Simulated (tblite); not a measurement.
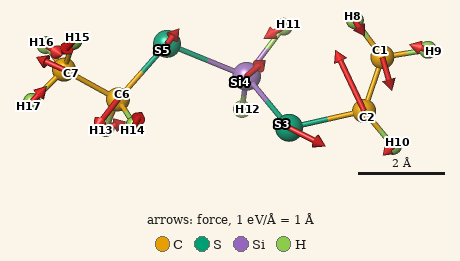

Starting geometry of C$_{4}$H$_{10}$S$_{2}$Si with the computed forces as red arrows. A ball-and-stick model, seen face on.

Level of theory: GFN2-xTB geometry optimisation, gas phase (tblite 0.8.0). 

Is this structure relaxed? If not, where do the atoms go?

Answer. It isn't relaxed: the largest force vector, on C2, is 1.59 eV/Å. The final displacements have little in common with the starting forces (cosine between the two patterns 0.09). After 257 geometry steps the energy has fallen by 0.465 eV. The largest move after the best rigid fit is that of H15, 1.84 Å. By element the largest moves are H 1.84 Å, S 1.80 Å, C 1.08 Å, Si 0.41 Å. Among the contacts that change: C2–S3 1.813 → 1.751 Å, C7–H16 1.117 → 1.088 Å, S3–Si4 2.131 → 2.156 Å, S5–C6 1.811 → 1.833 Å. Among the angles between lasting bonds that change: Si4–S5–C6 112.9° → 103.4°, S5–C6–H13 113.7° → 104.3°, S5–Si4–H12 113.3° → 105.3°. Groups turn about S5–C6 by about 110°, Si4–S5 by about 90°, C2–S3 by about 55°. Cost: 3.9 s on 1 thread of Arm Neoverse N1, with other jobs on the host.
